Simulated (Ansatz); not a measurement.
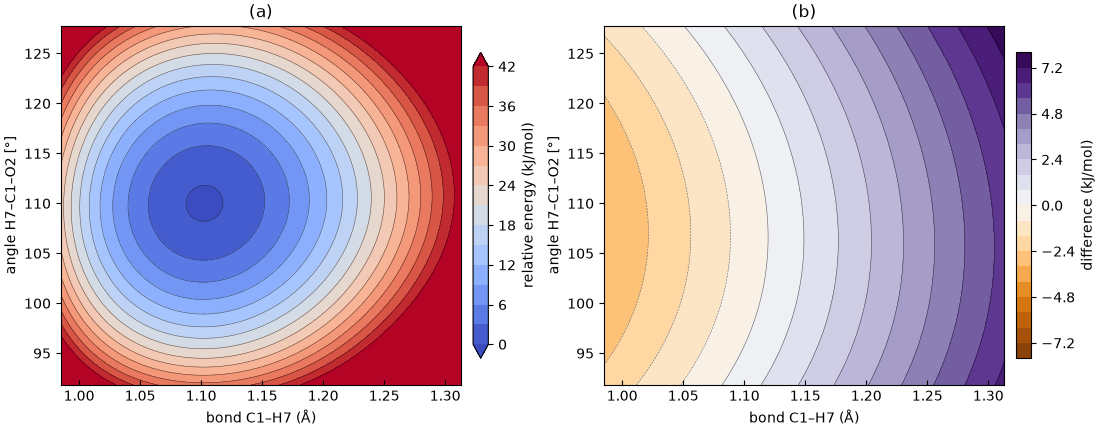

CH3AlFO, SMILES C[O][Al][F], spin multiplicity 2. Two internal coordinates are moved rigidly from the geometry relaxed at PBE0-D4/def2-TZVP, all others fixed. Coordinates scanned: (1) bond C1–H7; (2) angle H7–C1–O2. The scan uses a 5 × 5 grid. Points are written as (first, second). Energies are in kJ/mol, from each map's own lowest point. Method: Ansatz, UKS PBE-D4/def2-TZVPP.

Panel (a): UKS PBE-D4/def2-TZVPP (Ansatz 0.2.0). Panel (b): the map at UKS PBE0-D4/def2-TZVPP in Ansatz less the map of (a), each from its own lowest point.

How does the change of method alter the landscape?

Answer. The difference runs from −3.1 kJ/mol at (0.985 Å, 109.8°) to 7.7 kJ/mol at (1.313 Å, 127.8°). The interpolated minimum moves from 1.1017 to 1.0931 Å in bond C1–H7 and 109.98 to 109.82° in angle H7–C1–O2.
